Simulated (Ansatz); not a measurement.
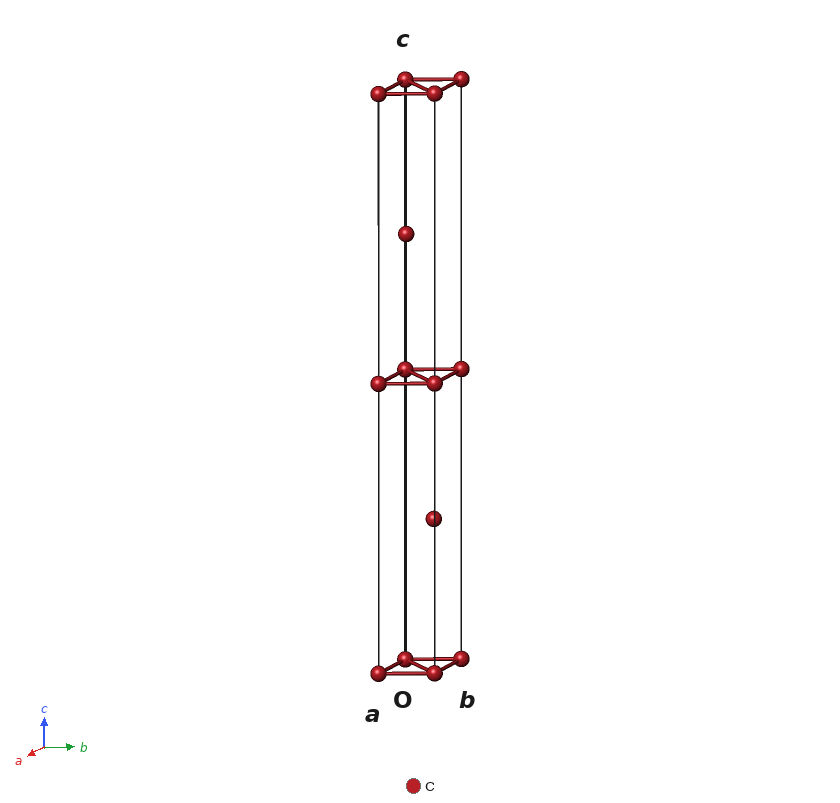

For C, the input geometry of an electronic-structure calculation (not necessarily at equilibrium); the starting structure was generated, so it need not be a known form of this composition: one unit cell is drawn above. The drawing is computed from the coordinates (standard cell, symmetry found to 0.002 Å).

```
C
1.0
     1.73295    0.00000    0.00000
    -0.86647    1.50078    0.00000
     0.00000    0.00000   18.70706
C
4
Direct
  0.00000 0.00000 0.00000
  0.00000 0.00000 0.50000
  0.33333 0.66667 0.25000
  0.66667 0.33333 0.75000
```

**What is its point group?**

6/mmm (D6h), order 24, hexagonal system: one sixfold axis, six twofold axes, seven mirror planes, an inversion centre.

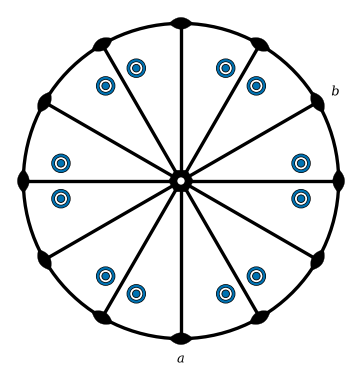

Stereographic projection: filled dots lie in the upper hemisphere, open rings in the lower; heavy lines are mirror planes (a heavy rim: a mirror in the plane of the page); lens, triangle, square and hexagon are 2-, 3-, 4- and 6-fold axes, a lens in an open square is −4, a triangle in an open hexagon −6; thin dashed diameters join the ends of axes that lie in the page; a small open circle marks inversion. The poles are one general form. The c axis points at the viewer.

**What does this class allow?**

Class 6/mmm is centrosymmetric, so neither piezoelectric nor pyroelectric; it is not chiral. Its Laue class is 6/mmm.
